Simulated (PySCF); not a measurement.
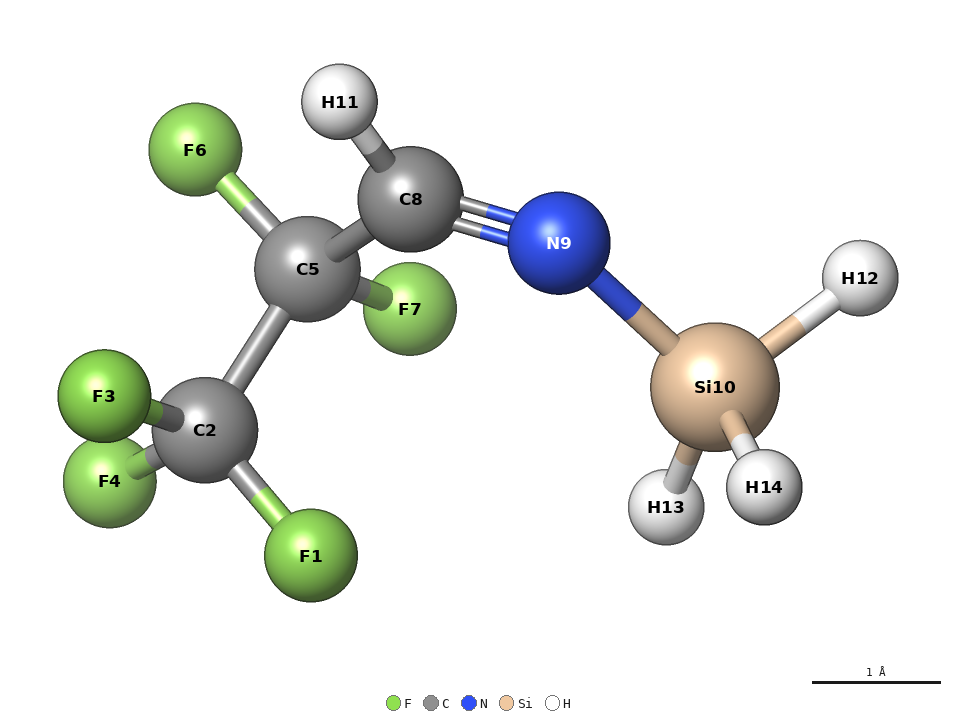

Orthographic view with a scale bar. The computed structure is the end point of a PBE0-D3(BJ)/def2-SVP optimisation. No frequency run is at hand to confirm it as a minimum.

Write Cartesian coordinates in Å in the frame of the picture: x to the right, y up, z towards the viewer, origin at the mean of the atomic positions.

```xyz
14
C3H4F5NSi
F   -0.90  -1.67   0.12
C   -1.73  -0.69  -0.22
F   -2.52  -0.42   0.82
F   -2.47  -1.09  -1.23
C   -0.92   0.57  -0.58
F   -1.80   1.51  -0.99
F   -0.12   0.26  -1.62
C   -0.12   1.12   0.59
N    1.04   0.78   0.90
Si   2.27  -0.35   0.34
H   -0.67   1.88   1.17
H    3.40   0.50  -0.10
H    1.88  -1.29  -0.75
H    2.65  -1.13   1.55
```
